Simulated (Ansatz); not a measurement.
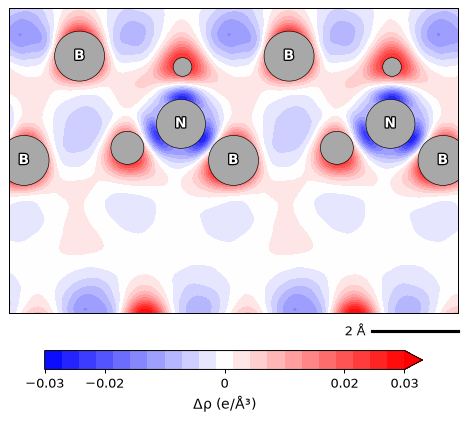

B$_{4}$N$_{3}$. Difference of the valence pseudo-densities of two functionals at the same geometry, on the (011) plane of the calculation cell: PBE less r2SCAN.

Space group C2; a generated structure, not necessarily the stable one; computed without spin polarisation.

Both computed with Ansatz (plane waves, PAW), on the same k-point mesh. Grey discs cover the atomic cores.

> Where does the change of functional move the electrons?

Against r2SCAN, PBE gives less density around N (−0.013 e/Å³ on average at 0.8 Å from the nucleus) and a change of −0.020 e/Å³ at the midpoint of B–N.
